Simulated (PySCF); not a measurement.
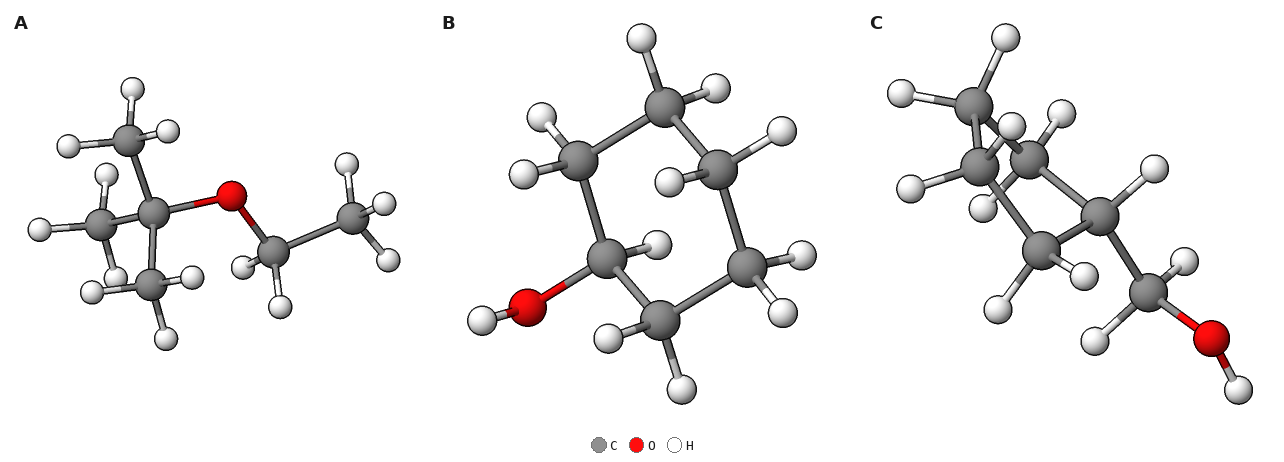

(Drawn from a calculation with PySCF.)

**Match each picture to its SMILES.**
(1) OC1CCCCC1
(2) OCC1CCCC1
(3) CCOC(C)(C)C

A is (3), B is (1), C is (2).
